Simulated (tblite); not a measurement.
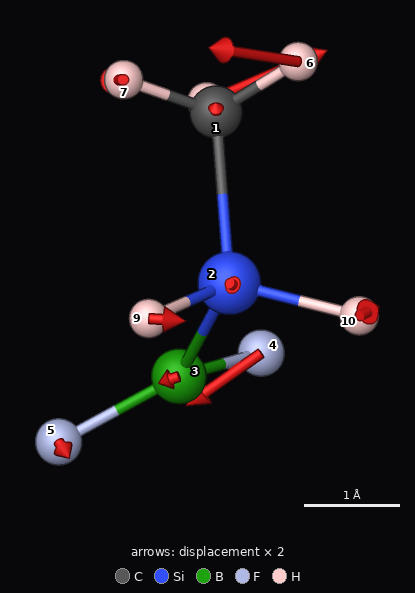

This is a relaxation of CH₅BF₂Si. The starting structure is drawn; red arrows show the displacements, magnified 2 times. The two geometries are superimposed by the best rigid fit.

A ball-and-stick model, seen from a free direction.

Method: tblite 0.8.0, GFN2-xTB geometry optimisation, gas phase. 

What happened in the run?

Answer. After 69 geometry steps the energy has fallen by 20.8 kcal/mol. The atom that moves furthest after the best rigid fit is an H atom (0.74 Å). By element the largest moves are H 0.74 Å, F 0.49 Å, B 0.12 Å, Si 0.10 Å, C 0.07 Å. Some distances before and after: B–F 1.453 → 1.322 Å, C–Si 1.848 → 1.906 Å, C–H 1.119 → 1.087 Å, H–Si 1.444 → 1.472 Å. Among the angles between lasting bonds that change: F–B–F 123.6° → 111.5°, Si–B–F 113.7° → 123.9°, H–C–H 114.7° → 107.6°. Groups turn about C–Si by about 40°. The run took 0.43 s on 1 thread of Arm Neoverse N1, with other jobs on the host.
